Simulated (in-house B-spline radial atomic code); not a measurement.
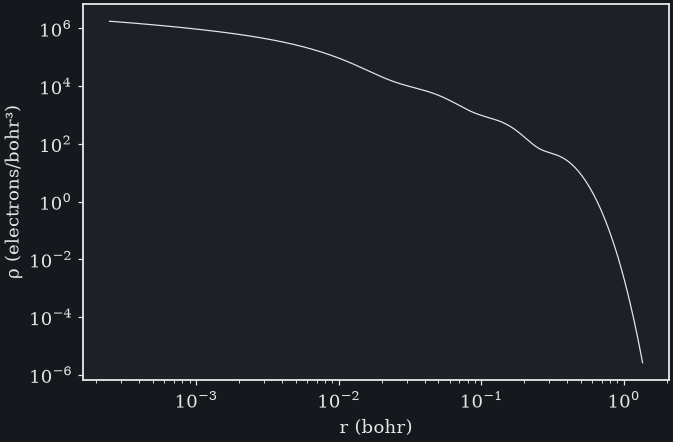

Tl³⁸⁺ (Z = 81, 43 electrons); electrons: [Kr] 4d7 (open shells shared over both j by 2j + 1). Computed with an in-house B-spline radial code: Dirac-Coulomb LDA (Slater, VWN5), spherical fractional occupations, Fermi nucleus, basis-set limit.

The plot shows the electron density ρ(r) on a logarithmic scale.

Question: What does the plot show?

Answer: The density falls from 1.8×10⁶ electrons/bohr³ at the inner end (r = 0.00025 bohr) to 0.001 at r = 1.04 bohr, a common measure of the size of an atom or ion. The steps in the slope mark the shells; the radial density has its minima at 0.022, 0.090 and 0.27 bohr.
